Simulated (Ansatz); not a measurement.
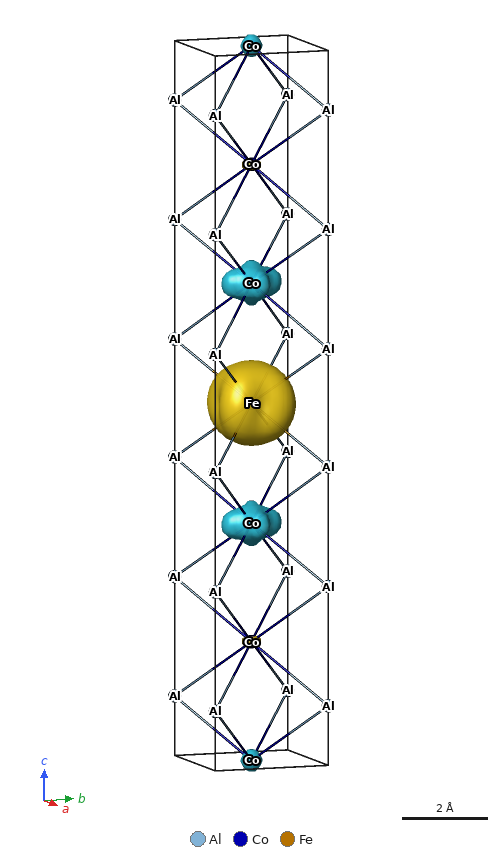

*Al6FeCo5. Isosurfaces of the spin density (up minus down) at +0.01 (yellow) and −0.01 e/Å³ (cyan), seen slightly off an axis. Sticks mark near contacts.*

Space group P4/mmm; a structure generated by program, which may or may not match a known phase; spin-polarised.

Theory: DFT PBE, scalar-relativistic, plane waves, PAW in Ansatz 0.2.0.

The density is the valence pseudo-density of a PAW calculation; it isn't the true density close to the nuclei.

Where is the spin, and how is it ordered?

Answer. The spin density sits on Fe: +0.4 μB in one cell of 12 atoms: parallel main moments, as they must be, since the calculation's own cell holds one magnetic site. The cell of the calculation (12 atoms) carries 0.3 μB of net spin moment.
